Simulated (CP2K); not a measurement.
# GeH3S (SMILES [S][GeH3]): PM3

What is the energy change on altering one bond length of GeH3S at PM3? 

The results are computed with CP2K 2026.2.

4 further runs of the same task are left out: 3 that didn't finish, 1 set aside as unsound or not needed.

## Step 1: The system as given

The species is GeH3S (5 atoms), meant as a doublet with charge 0. As SMILES, `[S][GeH3]`. The coordinates come from a PBE0-D4/def2-TZVP relaxation.

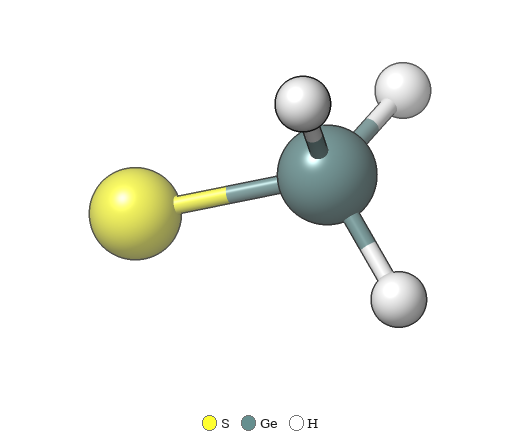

Viewed from a chosen angle; sulfur yellow, germanium teal, hydrogen white.

## Step 2: Energy and gradient at PM3

molecule.pdb reads:

```
HETATM    1 S    MOL A   1       1.402  -0.324   1.480  1.00  0.00           S
HETATM    2 Ge   MOL A   1      -0.108   0.003  -0.100  1.00  0.00          GE
HETATM    3 H    MOL A   1      -1.018   1.188   0.257  1.00  0.00           H
HETATM    4 H    MOL A   1       0.718   0.326  -1.356  1.00  0.00           H
HETATM    5 H    MOL A   1      -0.944  -1.266  -0.323  1.00  0.00           H
END
```

run.inp reads:

```
&GLOBAL
    PROJECT run
    RUN_TYPE ENERGY_FORCE
    PRINT_LEVEL MEDIUM
&END

&FORCE_EVAL
    METHOD QUICKSTEP
    &DFT
        CHARGE 0
        MULTIPLICITY 2
        LSD T
        &QS
            METHOD PM3
            EPS_DEFAULT 1.0E-10
            &SE
                &COULOMB
                    CUTOFF [angstrom] 50
                    RC_RANGE [angstrom] 0
                &END
                &EXCHANGE
                    CUTOFF [angstrom] 50
                    RC_RANGE [angstrom] 0
                &END
            &END
        &END
        &POISSON
            PERIODIC NONE
            POISSON_SOLVER ANALYTIC
        &END
        # self-consistent field
        &SCF
            SCF_GUESS ATOMIC
            EPS_SCF 1.0E-07
            MAX_SCF 40
            &OT ON
                MINIMIZER CG
                PRECONDITIONER FULL_SINGLE_INVERSE
            &END
            &OUTER_SCF
                EPS_SCF 1.0E-07
                MAX_SCF 10
            &END
        &END
        &PRINT
            &MOMENTS
                PERIODIC F
                REFERENCE COM
                MAX_MOMENT 1
            &END
            &MO_CUBES
                NLUMO 3
                NHOMO -1
                WRITE_CUBE F
            &END
            &HIRSHFELD OFF
            &END
        &END
    &END
    # structure
    &SUBSYS
        &CELL
            ABC [angstrom] 10.4 10.5 10.8
            PERIODIC NONE
        &END
        &TOPOLOGY
            COORD_FILE_NAME molecule.pdb
            COORD_FILE_FORMAT PDB
            CONN_FILE_FORMAT OFF
            &CENTER_COORDINATES
            &END
        &END
    &END
    &PRINT
        &FORCES ON
        &END
    &END
&END
```

Started as:

```
OMP_NUM_THREADS=1 cp2k.psmp -i run.inp > run.out 2>&1
```

Output:

```text
CP2K| version string:                                       CP2K version 2026.2
[...]
 GLOBAL| Method name                                                        CP2K
[...]
 GLOBAL| Run type                                                   ENERGY_FORCE
[...]
                             - Atoms:                                          5
[...]
                             - Spherical basis functions:                     11
[...]
 Number of electrons:                                                          7
[...]
     1 OT CG       0.80E-01    0.0     0.19225315       -10.1341646046 -1.01E+01
[...]
     2 OT CG       0.32E+00    0.0     0.00000009       -11.6812611779 -1.61E-12
  *** SCF run converged in     2 steps ***
  Core-core repulsion energy [eV]:                            285.30313486759331
  Core Hamiltonian energy [eV]:                              -469.84022184624132
  Two-electron integral energy [eV]:                         -266.65238972612678
  Electronic energy [eV]:                                    -603.16641670930471
  Total energy [eV]:                                         -317.86328184171140
  Atomic reference energy [eV]:                               320.22783555550882
  Heat of formation [kcal/mol]:                                54.52790833835594
[...]
 SE_DIPOLE| Moment [Debye]          1.15780443      -0.29477582       1.39312431
 SE_DIPOLE| Derivative [a.u.]       0.00000000       0.00000000       0.00000000
 *** WARNING in qs_scf_post_se.F:140 :: Printing of MO cube files not ***
 *** implemented for Semi-Empirical method.                           ***
 ENERGY| Total FORCE_EVAL ( QS ) energy [hartree]            -11.681261177943883
 FORCES| Atomic forces [hartree/bohr]
 FORCES|   Atom     x               y               z               |f|
 FORCES|      1  6.60315950E-03 -1.39178095E-03  6.72034259E-03   9.52374790E-03
 FORCES|      2 -7.32176209E-03  1.47227413E-03 -6.82087099E-03   1.01143498E-02
 FORCES|      3  3.40879797E-03 -6.20181690E-03 -3.88792569E-03   8.07455278E-03
 FORCES|      4 -5.67687256E-03 -1.30458502E-03  4.67064424E-03   7.46617317E-03
 FORCES|      5  2.98667717E-03  7.42590874E-03 -6.82190160E-04   8.03304081E-03
 FORCES| Sum     1.31838984E-16 -2.77555756E-17 -2.08166817E-17
 FORCES| Total atomic force                                       1.36327635E-16
[...]
```

Wall time 2.3 s (1 thread of Arm Neoverse N1, shared host); peak memory 0.13 GiB.

## Step 3: The distorted shape

molecule.pdb reads:

```
HETATM    1 S    MOL A   1       2.238   0.945   1.704  1.00  0.00           S
HETATM    2 Ge   MOL A   1       0.728   1.273   0.124  1.00  0.00          GE
HETATM    3 H    MOL A   1      -0.183   2.457   0.481  1.00  0.00           H
HETATM    4 H    MOL A   1       1.554   1.595  -1.133  1.00  0.00           H
HETATM    5 H    MOL A   1      -0.944  -1.266  -0.323  1.00  0.00           H
END
```

mol.inp reads:

```
&GLOBAL
  PROJECT mol
  RUN_TYPE ENERGY_FORCE
  PRINT_LEVEL MEDIUM
&END GLOBAL

&FORCE_EVAL
  METHOD QUICKSTEP
  &DFT
    MULTIPLICITY 2
    UKS T
    &QS
      METHOD PM3
      EPS_DEFAULT 1.0E-10
      &SE
        &COULOMB
          CUTOFF [angstrom] 50
          RC_RANGE [angstrom] 0
        &END COULOMB
        &EXCHANGE
          CUTOFF [angstrom] 50
          RC_RANGE [angstrom] 0
        &END EXCHANGE
      &END SE
    &END QS
    &POISSON
      PERIODIC NONE
      POISSON_SOLVER ANALYTIC
    &END POISSON
    &SCF
      SCF_GUESS ATOMIC
      EPS_SCF 1.0E-07
      MAX_SCF 40
      &OT
        MINIMIZER CG
        PRECONDITIONER FULL_SINGLE_INVERSE
      &END OT
      &OUTER_SCF
        EPS_SCF 1.0E-07
        MAX_SCF 10
      &END OUTER_SCF
    &END SCF
    &PRINT
      &MOMENTS
        PERIODIC F
        REFERENCE COM
        MAX_MOMENT 1
      &END MOMENTS
      &MO_CUBES
        NLUMO 3
        NHOMO -1
        WRITE_CUBE F
      &END MO_CUBES
      &HIRSHFELD OFF
      &END HIRSHFELD
    &END PRINT
  &END DFT
  &SUBSYS
    &CELL
      ABC 11.2 11.7 10.8
      PERIODIC NONE
    &END CELL
    &TOPOLOGY
      COORD_FILE_NAME molecule.pdb
      COORD_FILE_FORMAT PDB
      CONN_FILE_FORMAT OFF
      &CENTER_COORDINATES
      &END CENTER_COORDINATES
    &END TOPOLOGY
  &END SUBSYS
  &PRINT
    &FORCES ON
    &END FORCES
  &END PRINT
&END FORCE_EVAL
```

Started as:

```
OMP_NUM_THREADS=1 cp2k.psmp -i mol.inp -o mol.out
```

Output:

```text
CP2K| version string:                                       CP2K version 2026.2
[...]
 GLOBAL| Method name                                                        CP2K
[...]
 GLOBAL| Run type                                                   ENERGY_FORCE
[...]
                             - Atoms:                                          5
[...]
                             - Spherical basis functions:                     11
[...]
 Number of electrons:                                                          7
[...]
     1 OT CG       0.80E-01    0.0     0.19674018       -10.2297378721 -1.02E+01
[...]
    26 OT CG       0.98E+00    0.0     0.00000007       -11.5923678172 -3.15E-12
  *** SCF run converged in    26 steps ***
  Core-core repulsion energy [eV]:                            265.56085411124332
  Core Hamiltonian energy [eV]:                              -464.02576887248603
  Two-electron integral energy [eV]:                         -233.95891143838006
  Electronic energy [eV]:                                    -581.00522459167610
  Total energy [eV]:                                         -315.44437048043272
  Atomic reference energy [eV]:                               320.22783555550882
  Heat of formation [kcal/mol]:                               110.30933390579803
[...]
 SE_DIPOLE| Moment [Debye]          0.76888662       0.18250204       0.62501430
 SE_DIPOLE| Derivative [a.u.]       0.00000000       0.00000000       0.00000000
 *** WARNING in qs_scf_post_se.F:140 :: Printing of MO cube files not ***
 *** implemented for Semi-Empirical method.                           ***
 ENERGY| Total FORCE_EVAL ( QS ) energy [hartree]            -11.592367817208039
 FORCES| Atomic forces [hartree/bohr]
 FORCES|   Atom     x               y               z               |f|
 FORCES|      1 -1.09782880E-02 -2.66557818E-03 -8.07461625E-03   1.38862357E-02
 FORCES|      2  1.69590236E-02  1.45649803E-02  7.99898550E-03   2.37430180E-02
 FORCES|      3  1.48170380E-03 -1.15602009E-02 -5.22527228E-03   1.27725159E-02
 FORCES|      4 -1.05463802E-02 -5.18185011E-03  4.54647967E-03   1.25995311E-02
 FORCES|      5  3.08394073E-03  4.84264888E-03  7.54423359E-04   5.79060387E-03
 FORCES| Sum    -8.32667268E-17  0.00000000E+00 -5.20417043E-17
 FORCES| Total atomic force                                       9.81920913E-17
[...]
```

Run time: 2.2 s. Hardware: 1 thread of Arm Neoverse N1, shared host; peak memory 0.13 GiB.

## Step 4: Results

Level: PM3.

| quantity | value |
| --- | --- |
| first shape: total energy | -11.68126 Eh |
| first shape: dipole moment | 1.84 D |
| first shape: heat of formation at this unrelaxed shape | 54.5 kcal/mol |
| first shape: largest force on an atom | 0.520 eV/Å |
| distorted shape: total energy | -11.59237 Eh |
| distorted shape: dipole moment | 1.01 D |
| distorted shape: heat of formation at this unrelaxed shape | 110.3 kcal/mol |
| distorted shape: largest force on an atom | 1.221 eV/Å |
| energy change with the Ge2–H5 bond stretched from 1.536 to 3.073 Å | 2.419 eV |

With the Ge2–H5 bond stretched from 1.536 to 3.073 Å the energy rises by 2.42 eV (233 kJ/mol). The first shape isn't relaxed at this level, so the change isn't measured from a minimum. The largest force (first shape) is 0.52 eV/Å: the shape isn't a stationary point for this species at this level.
